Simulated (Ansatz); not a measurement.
# Bi (R-3m, 2 atoms in the cell): modes against uniaxial strain along c, part 2 of 2

Wanted: the shifts of the zone-centre modes of Bi (R-3m, 2 atoms in the cell) with strain.

Ansatz 0.2.0; DFT PBEsol, scalar-relativistic, plane waves, PAW; PAW set soft_1.

So far. Step 3 (Tight relaxation): The largest force component left is 0.012 meV/Å and the pressure is 0.000 GPa, within the tolerances set. The cell now holds 34.44 Å³/atom.

The database entry behind the starting cell lists a temperature near 78 K, so it need not match the best structure at ambient conditions.

### 4. Zone-centre response at rest

Phonons follow from the second derivative of the energy, found here by linear response.

The modes at rest are the reference of the series.

input.yaml

```yaml
crystal:
  lattice:
    - [2.2627711995, 1.3064115611, 3.8839076286]
    - [-2.2627711995, 1.3064115611, 3.8839076286]
    - [0.0, -2.6128231222, 3.8839076286]
  atoms:
    - { symbol: Bi, position: [0.2366793767, 0.2366793767, 0.2366793767] }
    - { symbol: Bi, position: [0.7633206233, 0.7633206233, 0.7633206233] }
kpoints:
  mp_grid: { grid: [12, 12, 12] }
hamiltonian:
  xc: pbesol
  pseudopotentials: { kind: paw, azcp: { folder: soft_1 }, xc_functional: pbe }
scf:
  occupations: { method: methfessel_paxton, width: 0.2 }
output:
  eigenvalues: true
phonons:
  method: dfpt
```

Command:

```bash
$ ansatz run input.yaml --threads 4 --pin off --max-ram 10240MiB --backend cpu --events-out ev --progress --plain --runs-dir out
```

Numbers of over 12 decimals in the logs are rounded to 6 here.

Output:

```text
[...]
Crystal: 2 atoms, lattice volume = 68.888 Å³
Basis set: ecut = 420 eV, 1333 PW (Γ), exchange–correlation on 64×64×64 points (8 copies of the dense FFT grid, shifted against one another)
Bands: 19, of which v1, the nominal top of the filled ones, is band 15 counted from 1 (14 counted from 0)
Symmetry: 12 space group operations
k-points: 476 of 1728 (irreducible under 2 space group operations, time reversal used)
[...]
SCF iter   1: F=—  HF=-24488.944561 eV  |F-HF|=—  |Δ(HF+E_count)|=         —  Δρ=1.12e-2  dr2=7.29e-2  ethr=3.10e-3  ⟨swp⟩=5.5  Hψ=43732  notcnv=0
[...]
SCF iter  10: F=-24488.931452 eV  HF=-24488.931452 eV  |F-HF|=1.46e-11  |Δ(HF+E_count)|=  2.91e-11  S|Δr|=    0.00e0  Δρ=6.75e-8  dr2=7.01e-12  ethr=1.00e-12  ⟨swp⟩=5.3  Hψ=35038  notcnv=0
SCF 1 converged in 10 iterations: F = -24488.931452 eV  dr2 = 7.01e-12
[...]
DFPT response loops at Γ: preconditioner auto → Kerker (q_TF=auto, 2.375 Å⁻¹) (partly filled bands, converged f_vac=0.000); β = 1.00, the filter's whole step (`scf.mixing.beta` (0.50) is not read by the response loops under this deck's `scf.mixing.preconditioner`; to damp them name `kerker` or `kerker_dos`, under which they read `scf.mixing.beta`, and type it under 1.00, their step now; both keys bind the ground state too); Broyden in place of MSR1
SCF converged after 10 iterations
[...]
Free energy (F): -24488.931452 eV
[...]
Internal energy: -24488.933009 eV  (E = F + TS)
E sigma→0 (E₀):  -24488.931841 eV
Entropy (-TS):   0.001556 eV (0.778 meV/atom)
Fermi energy:    9.872618 eV
[...]
--- Band table (eV; the first three rows and the last of 476) ---
  k-point 0: bands = [... 11 lower, 2.4711, 8.3742, 8.6428, 8.6428, 12.6113, 12.9299, 12.9299, 15.3799]
  k-point 1: bands = [... 11 lower, 2.3077, 8.4092, 8.6448, 8.6560, 12.4541, 12.5862, 12.7384, 15.0799]
  k-point 2: bands = [... 11 lower, 1.8594, 8.4774, 8.6564, 8.7159, 11.7801, 12.1388, 12.2659, 14.8446]
  k-point 475: bands = [... 11 lower, -0.2621, 9.0307, 9.3480, 9.3480, 10.4134, 10.4134, 10.4560, 17.0925]
--- Phonons (Γ-DFPT): 2 representative perturbations + reference, on 476 of 1728 k-points (Σ response iterations 6) ---
  k mesh reduced under 2 symmetry operations, with k and −k counted as one. Each operation leaves every solved perturbation unchanged. A smaller set is not used because it would not reduce the number of displacements times k-points to solve
  ASR residual: 2.067e-5 → 0.000e0 eV/Å²; symmetrization residual: 2.592e-5 eV/Å²
  ASR residual per site (eV/Å²): 2.07e-5 2.07e-5
  Γ frequencies (cm⁻¹): 0.00 0.00 0.00 65.25 65.25 99.19
  non-analytic LO–TO correction: not included (Born effective charges unavailable; polar crystals: no LO–TO splitting at Γ)
```

The job ended after 43 s (4 threads of Arm Neoverse V1, shared host; peak memory 1.8 GiB).

In the SCF lines HF is the Harris–Foulkes energy and dr2 the Hartree energy of the density residual, in eV; the loop may stop once dr2 is under the threshold and the program's other checks hold. Hψ counts applications of the Hamiltonian.

This step gave:

```
sum-rule residual before enforcement                    : 2.07e-5 eV/Å²
point group                                             : -3m
highest optical mode at the zone centre (no LO-TO term) : 99.19 cm⁻¹
lowest optical zone-centre mode                         : 65.25 cm⁻¹
```

Patterns of degenerate modes are one choice out of their space. Modes at Γ:

| mode | frequency (cm⁻¹) | symmetry |
| --- | --- | --- |
| 1 | 0.0 | acoustic |
| 2 | 0.0 | acoustic |
| 3 | 0.0 | acoustic |
| 4 | 65.2 | Eg |
| 5 | 65.2 | Eg |
| 6 | 99.2 | A1g |

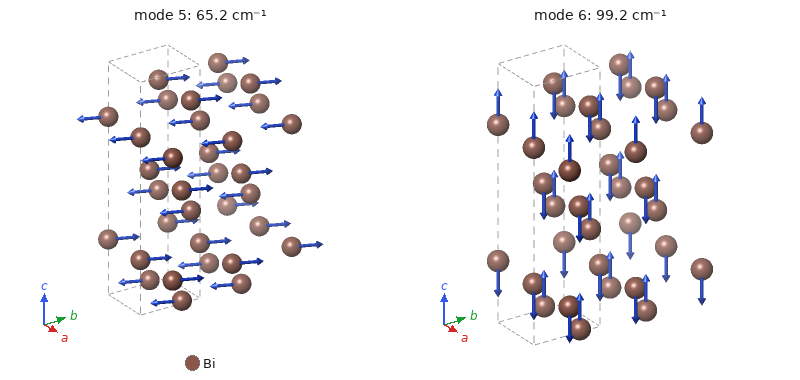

Displacement patterns of modes 5 and 6 at Γ; arrows are exaggerated. 2×2×1 conventional cells are drawn. Some periodic images of atoms are drawn too.

Before it was imposed, the acoustic sum rule was missed by 2.1e-5 eV/Å². Small misses are needed for a sound result but don't prove that mesh and cutoff are converged. The lowest optical mode is real, 65.2 cm⁻¹.

### 5. Relaxation of a member: uniaxial strain of +4 % along c

The cell takes a uniaxial strain of +4 % along c. The strained length and the angles are held, while the rest of the cell and the atoms relax.

input.yaml, the sections that differ from step 4:

```yaml
crystal:
  lattice:
    - [2.2464453965, 1.2969858544, 4.0392639337]
    - [-2.2464453965, 1.2969858544, 4.0392639337]
    - [0.0, -2.5939717087, 4.0392639338]
  atoms:
    - { symbol: Bi, position: [0.2353008408, 0.2353008404, 0.2353008408] }
    - { symbol: Bi, position: [0.7646991592, 0.7646991596, 0.7646991592] }
  conventional_axes: [[1, -1, 0], [0, 1, -1], [1, 1, 1]]
output:
  forces: true
  stress: true
  eigenvalues: true
relax:
  adjacent_minimum: "off"
  f_tol: 0.001
  max_steps: 60
  cell: { stress_tol: 0.01, fix: [c, angles] }
# kpoints, hamiltonian, scf: as in step 4
# phonons: removed
```

Output:

```text
[...]
k-point 475: bands = [... 11 lower, -0.4146, 8.8629, 9.1586, 9.1586, 10.4045, 10.4045, 10.4179, 16.4366]
--- Relaxed structure (4 steps of the walk, 4 accepted, 1 SCFs on fresh bases) ---
[...]
cell:  # Å, volume = 70.2946 Å³
    - [2.241375, 1.294059, 4.039264]
    - [-2.241375, 1.294059, 4.039264]
    - [1.0297900621251494e-18, -2.588117, 4.039264]
  atoms:
    - { symbol: Bi, position: [0.234832, 0.234832, 0.234832] }
    - { symbol: Bi, position: [0.765168, 0.765168, 0.765168] }
[key lines of the parts left out:]
SCF converged after 5 iterations
Free energy (F): -24488.921983 eV
Fermi energy:    9.613179 eV
P = ⅓ Tr σ = -0.3504 GPa (-3.504 kbar)
```

Elapsed: 41 s, on 4 threads; peak memory 0.79 GiB.

Step by step:

| step | energy less that of the first step (eV) | largest force component (eV/Å) | pressure (GPa) | volume (Å³) |
| --- | --- | --- | --- | --- |
| 1 | 0.0000 | 0.0627 | -0.69 | 70.61 |
| 2 | -0.0005 | 0.0364 | -0.13 | 70.08 |
| 3 | -0.0007 | 0.0014 | -0.35 | 70.29 |
| 4 | -0.0007 | 0.0002 | -0.35 | 70.29 |
| 5* | -0.0007 | 0.0002 | -0.35 | 70.29 |

Relaxation steps marked * repeat the geometry before them on a plane-wave basis chosen anew for their cell, so energy and pressure can jump there.

| conventional cell, symmetrised | before | after | change |
| --- | --- | --- | --- |
| a (Å) | 4.493 | 4.483 | -0.2 % |
| b (Å) | 4.493 | 4.483 | -0.2 % |
| c (Å) | 12.118 | 12.118 | +0.0 % |
| volume (Å³/atom) | 35.31 | 35.15 | -0.5 % |

Final coordinates:

```
Bi
1.0
     2.24138    1.29406    4.03926
    -2.24138    1.29406    4.03926
     0.00000   -2.58812    4.03926
Bi
2
Direct
  0.23483 0.23483 0.23483
  0.76517 0.76517 0.76517
```

Numbers from this step:

| Quantity | Value |
| --- | --- |
| pressure | -0.3504 GPa |
| volume per atom | 35.15 Å³ |

The largest force component left is 0.17 meV/Å.

### 6. Zone-centre modes of the member: uniaxial strain of +4 % along c

The zone-centre modes follow for uniaxial strain of +4 % along c.

input.yaml, the sections that differ from step 5:

```yaml
crystal:
  lattice:
    - [2.2413751794, 1.2940585632, 4.0392639337]
    - [-2.2413751794, 1.2940585632, 4.0392639337]
    - [0.0, -2.5881171262, 4.0392639338]
  atoms:
    - { symbol: Bi, position: [0.2348322069, 0.2348322079, 0.2348322069] }
    - { symbol: Bi, position: [0.7651677931, 0.7651677921, 0.7651677931] }
output:
  eigenvalues: true
phonons:
  method: dfpt
# kpoints, hamiltonian, scf: as in step 5
# relax: removed
```

Output:

```text
[...]
Crystal: 2 atoms, lattice volume = 70.295 Å³
Basis set: ecut = 420 eV, 1357 PW (Γ), exchange–correlation on 72×72×72 points (8 copies of the dense FFT grid, shifted against one another)
Bands: 19, of which v1, the nominal top of the filled ones, is band 15 counted from 1 (14 counted from 0)
Symmetry: 12 space group operations
k-points: 476 of 1728 (irreducible under 2 space group operations, time reversal used)
[...]
SCF iter   1: F=—  HF=-24488.936704 eV  |F-HF|=—  |Δ(HF+E_count)|=         —  Δρ=1.16e-2  dr2=8.10e-2  ethr=3.10e-3  ⟨swp⟩=5.5  Hψ=43732  notcnv=0
[...]
SCF iter  11: F=-24488.921983 eV  HF=-24488.921983 eV  |F-HF|=7.28e-12  |Δ(HF+E_count)|=  1.09e-11  S|Δr|=    0.00e0  Δρ=4.93e-8  dr2=2.91e-12  ethr=1.00e-12  ⟨swp⟩=5.4  Hψ=35162  notcnv=0
SCF 1 converged in 11 iterations: F = -24488.921983 eV  dr2 = 2.91e-12
[...]
SCF converged after 11 iterations
[...]
Free energy (F): -24488.921983 eV
[...]
Internal energy: -24488.923195 eV  (E = F + TS)
E sigma→0 (E₀):  -24488.922286 eV
Entropy (-TS):   0.001213 eV (0.606 meV/atom)
Fermi energy:    9.613179 eV
[...]
--- Band table (eV; the first three rows and the last of 476) ---
  k-point 0: bands = [... 11 lower, 2.0862, 7.8523, 8.5343, 8.5343, 12.1664, 12.5516, 12.5516, 15.0721]
  k-point 1: bands = [... 11 lower, 1.9404, 7.9009, 8.4933, 8.5223, 12.0717, 12.2029, 12.3867, 14.8880]
  k-point 2: bands = [... 11 lower, 1.5337, 8.0045, 8.4343, 8.4952, 11.3867, 11.8575, 11.9726, 14.6131]
  k-point 475: bands = [... 11 lower, -0.4146, 8.8629, 9.1586, 9.1586, 10.4045, 10.4045, 10.4179, 16.4366]
[...]
ASR residual: 1.159e-5 → 0.000e0 eV/Å²; symmetrization residual: 2.137e-5 eV/Å²
  ASR residual per site (eV/Å²): 1.16e-5 1.16e-5
  Γ frequencies (cm⁻¹): 0.00 0.00 0.00 77.01 77.01 104.51
[...]
```

It took 48 s on 4 threads; peak memory 1.9 GiB; 3 min of CPU time.

This step gave:

```yaml
sum_rule_residual_before_enforcement: 1.16e-5 eV/Å²
highest_optical_mode_at_the_zone_centre_no_lo_to_term: 104.5 cm⁻¹
lowest_optical_zone_centre_mode: 77.01 cm⁻¹
```

Patterns of degenerate modes are one choice out of their space. Modes at Γ:

| mode | frequency (cm⁻¹) | symmetry |
| --- | --- | --- |
| 1 | 0.0 | acoustic |
| 2 | 0.0 | acoustic |
| 3 | 0.0 | acoustic |
| 4 | 77.0 | Eg |
| 5 | 77.0 | Eg |
| 6 | 104.5 | A1g |

The lowest optical mode is real, 77.0 cm⁻¹, and the highest lies at 104.5 cm⁻¹.

Between step 4 and this run (strain 4 %) the value for the highest optical mode at the zone centre (no LO-TO term) moves from 99.2 cm⁻¹ to 105 cm⁻¹ (+5 %).

### 7. Relaxation of a member: uniaxial strain of -4 % along c

The cell takes a uniaxial strain of -4 % along c. The strained length and the angles are held, while the rest of the cell and the atoms relax.

input.yaml, the sections that differ from step 6:

```yaml
crystal:
  lattice:
    - [2.2814339068, 1.3171864803, 3.7285513234]
    - [-2.2814339068, 1.3171864803, 3.7285513234]
    - [0.0, -2.6343729605, 3.7285513234]
  atoms:
    - { symbol: Bi, position: [0.2379951249, 0.2379951262, 0.2379951249] }
    - { symbol: Bi, position: [0.7620048751, 0.7620048738, 0.7620048751] }
  conventional_axes: [[1, -1, 0], [0, 1, -1], [1, 1, 1]]
output:
  forces: true
  stress: true
  eigenvalues: true
relax:
  adjacent_minimum: "off"
  f_tol: 0.001
  max_steps: 60
  cell: { stress_tol: 0.01, fix: [c, angles] }
# kpoints, hamiltonian, scf: as in step 6
# phonons: removed
```

Output:

```text
[...]
Crystal: 2 atoms, lattice volume = 67.227 Å³
Basis set: ecut = 420 eV, 1363 PW (Γ), exchange–correlation on 64×64×64 points (8 copies of the dense FFT grid, shifted against one another)
Bands: 19, of which v1, the nominal top of the filled ones, is band 15 counted from 1 (14 counted from 0)
Symmetry: 4 space group operations
k-points: 476 of 1728
[...]
k-point 475: bands = [... 11 lower, -0.1018, 9.1540, 9.4985, 9.4985, 10.3917, 10.3917, 10.4291, 17.7503]
--- Relaxed structure (3 steps of the walk, 3 accepted, 1 SCFs on fresh bases) ---
[...]
cell:  # Å, volume = 67.6265 Å³
    - [2.288196, 1.321090, 3.728551]
    - [-2.288196, 1.321090, 3.728551]
    - [-2.262746794215774e-19, -2.642181, 3.728551]
  atoms:
    - { symbol: Bi, position: [0.238420, 0.238420, 0.238420] }
    - { symbol: Bi, position: [0.761580, 0.761580, 0.761580] }
[key lines of the parts left out:]
SCF converged after 6 iterations
Free energy (F): -24488.920081 eV
Fermi energy:    10.130300 eV
P = ⅓ Tr σ = 0.4366 GPa (4.366 kbar)
```

Run time: 31 s. Hardware: 4 threads; peak memory 0.76 GiB; 2 min of CPU time.

Relaxation path:

| step | energy less that of the first step (eV) | largest force component (eV/Å) | pressure (GPa) | volume (Å³) |
| --- | --- | --- | --- | --- |
| 1 | 0.0000 | 0.0475 | 0.84 | 67.23 |
| 2 | -0.0005 | 0.0214 | 0.21 | 67.86 |
| 3 | -0.0007 | 0.0001 | 0.44 | 67.63 |
| 4* | -0.0007 | 0.0001 | 0.44 | 67.63 |

Relaxation steps marked * repeat the geometry before them on a plane-wave basis chosen anew for their cell, so energy and pressure can jump there.

| conventional cell, symmetrised | before | after | change |
| --- | --- | --- | --- |
| a (Å) | 4.563 | 4.576 | +0.3 % |
| b (Å) | 4.563 | 4.576 | +0.3 % |
| c (Å) | 11.186 | 11.186 | -0.0 % |
| volume (Å³/atom) | 33.61 | 33.81 | +0.6 % |

Final coordinates:

```
Bi
1.0
     2.28820    1.32109    3.72855
    -2.28820    1.32109    3.72855
     0.00000   -2.64218    3.72855
Bi
2
Direct
  0.23842 0.23842 0.23842
  0.76158 0.76158 0.76158
```

Numbers from this step:

* pressure: 0.4366 GPa
* volume per atom: 33.81 Å³

The largest force component left is 0.095 meV/Å.

### 8. Modes of this member: uniaxial strain of -4 % along c

The zone-centre modes follow for uniaxial strain of -4 % along c.

input.yaml, the sections that differ from step 7:

```yaml
crystal:
  lattice:
    - [2.288195723, 1.3210904166, 3.7285513234]
    - [-2.288195723, 1.3210904166, 3.7285513234]
    - [0.0, -2.6421808332, 3.7285513234]
  atoms:
    - { symbol: Bi, position: [0.2384201287, 0.2384201273, 0.2384201287] }
    - { symbol: Bi, position: [0.7615798713, 0.7615798727, 0.7615798713] }
output:
  eigenvalues: true
phonons:
  method: dfpt
# kpoints, hamiltonian, scf: as in step 7
# relax: removed
```

Output:

```text
[...]
Crystal: 2 atoms, lattice volume = 67.627 Å³
Basis set: ecut = 420 eV, 1363 PW (Γ), exchange–correlation on 64×64×64 points (8 copies of the dense FFT grid, shifted against one another)
Bands: 19, of which v1, the nominal top of the filled ones, is band 15 counted from 1 (14 counted from 0)
Symmetry: 12 space group operations
k-points: 476 of 1728 (irreducible under 2 space group operations, time reversal used)
[...]
k-point 1: bands = [... 11 lower, 2.6327, 8.7405, 8.7802, 8.9527, 12.7932, 12.9759, 13.0969, 15.2558]
  k-point 2: bands = [... 11 lower, 2.1479, 8.7884, 8.8966, 9.0265, 12.1435, 12.4447, 12.5729, 15.0845]
  k-point 475: bands = [... 11 lower, -0.1018, 9.1540, 9.4985, 9.4985, 10.3917, 10.3917, 10.4291, 17.7503]
[...]
ASR residual: 2.454e-5 → 0.000e0 eV/Å²; symmetrization residual: 8.321e-7 eV/Å²
  ASR residual per site (eV/Å²): 2.45e-5 2.45e-5
  Γ frequencies (cm⁻¹): 0.00 0.00 0.00 48.93 48.93 92.57
[...]
[key lines of the parts left out:]
SCF converged after 11 iterations
Free energy (F): -24488.920081 eV
Fermi energy:    10.130301 eV
```

Wall time 42 s (4 threads); peak memory 1.8 GiB; 2.6 min of CPU time.

This step gave:

* sum-rule residual before enforcement: 2.45e-5 eV/Å²
* highest optical mode at the zone centre (no LO-TO term): 92.57 cm⁻¹
* lowest optical zone-centre mode: 48.93 cm⁻¹

Patterns of degenerate modes are one choice out of their space. Modes at Γ:

| mode | frequency (cm⁻¹) | symmetry |
| --- | --- | --- |
| 1 | 0.0 | acoustic |
| 2 | 0.0 | acoustic |
| 3 | 0.0 | acoustic |
| 4 | 48.9 | Eg |
| 5 | 48.9 | Eg |
| 6 | 92.6 | A1g |

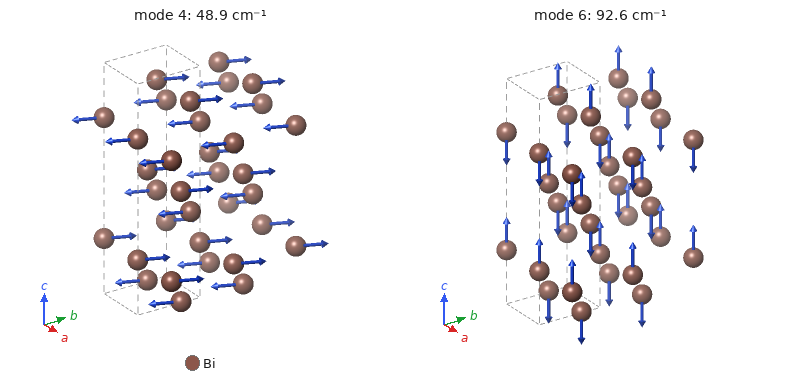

Displacement patterns of modes 4 and 6 at Γ; arrows are exaggerated. 2×2×1 conventional cells are drawn. Some periodic images of atoms are drawn too.

The lowest optical mode is real, 48.9 cm⁻¹, and the highest lies at 92.6 cm⁻¹.

For the highest optical mode at the zone centre (no LO-TO term), step 4 gave 99.2 cm⁻¹; this run, with strain -4 %, gives 92.6 cm⁻¹ (-7 %).

### 9. The series together

The members are set side by side, also those not shown above.

Stress is positive in compression; energies are extrapolated to zero smearing, and E0 is that at rest; the edges not held and the atoms are relaxed in each cell; all runs use 12×12×12 k points and Methfessel-Paxton smearing of 0.2 eV. State of the crystal along the series:

| strain (%) | stress along the axis (GPa) | free strain along a (%) | free strain along b (%) | E - E0 (meV/atom) |
| --- | --- | --- | --- | --- |
| -4 | 1.326 | 1.124 | 1.124 | 5.579 |
| -3 | 0.9794 | 0.8248 | 0.8248 | 3.079 |
| -2 | 0.6402 | 0.5394 | 0.5394 | 1.337 |
| -1 | 0.3112 | 0.2668 | 0.2668 | 0.3204 |
| 0 | 3.35e-4 | 0 | 0 | 0 |
| 1 | -0.2982 | -0.2501 | -0.2501 | 0.3385 |
| 2 | -0.5742 | -0.4899 | -0.4899 | 1.288 |
| 3 | -0.8256 | -0.7215 | -0.7215 | 2.787 |
| 4 | -1.052 | -0.9456 | -0.9456 | 4.778 |

Optical modes are counted from below at rest and tracked from member to member by their patterns, and modes that stay within 0.3 cm⁻¹ of each other stand once; labels, where given, are those at rest; the edges not held and the atoms are relaxed in each cell; all runs use 12×12×12 k points and Methfessel-Paxton smearing of 0.2 eV. Optical modes along the series:

| strain (%) | optical mode 1 Eg (cm⁻¹) | optical mode 2 A1g (cm⁻¹) |
| --- | --- | --- |
| -4 | 48.93 | 92.57 |
| -3 | 53.76 | 94.54 |
| -2 | 57.92 | 96.22 |
| -1 | 61.74 | 97.74 |
| 0 | 65.25 | 99.19 |
| 1 | 68.39 | 100.5 |
| 2 | 71.35 | 101.9 |
| 3 | 74.21 | 103.2 |
| 4 | 77.01 | 104.5 |

Value and slope at zero strain of a cubic (a lower polynomial where under five rows exist) through the rows within 2 % of rest. Slopes at rest:

| mode | frequency (cm⁻¹) | shift per percent of strain (cm⁻¹) | shift per GPa of compressive stress (cm⁻¹) |
| --- | --- | --- | --- |
| optical mode 1 Eg | 65.2 | 3.31 | -10.86 |
| optical mode 2 A1g | 99.2 | 1.4 | -4.59 |

### 10. Summary of results

```json
{
  "members": "9",
  "highest optical mode at the zone centre (no LO-TO term), at rest": "99.19 cm⁻¹",
  "Young’s modulus along c": "30.5 GPa",
  "optical mode 1 Eg, shift per percent": "3.31 cm⁻¹",
  "optical mode 2 A1g, shift per percent": "1.40 cm⁻¹"
}
```

**Reading.** The stress changes by 0.31 GPa for each percent, a Young’s modulus of 31 GPa along c. For each percent the free edge responds with -0.26 %. The fastest shift in the table of slopes is 3.3 cm⁻¹ for each percent (optical mode 1 Eg), or -10.9 cm⁻¹ for each GPa of compressive stress. For small strain, the measured shift of a line that Raman or infrared light can see, divided by its slope, estimates the stress, if the state of stress is of this kind. These are harmonic frequencies at zero temperature: anharmonic shifts, linewidths and thermal expansion are left out. Spin-orbit coupling is left out, which can matter for the heavy elements here. With no gap, or one that is small against the smearing, the frequencies hang on the k mesh and the smearing, most of all near Kohn anomalies. The PAW files were made for PBE; the program adapts parts of them to the functional of the run, but their partial waves stay those of PBE, an approximation that was not tested in this session. Only the zone centre was solved, so an instability at another wavevector cannot show here.

[Logs are printed without paths, hosts, clocks, repeated set-up lines and the standing remarks that a program may print on its own settings, such as how far it seeks lower states.]

[Hosts, paths, dates, database ids (printed as entryN), source tags and the programs' standing remarks are cut or masked in the printed files.]
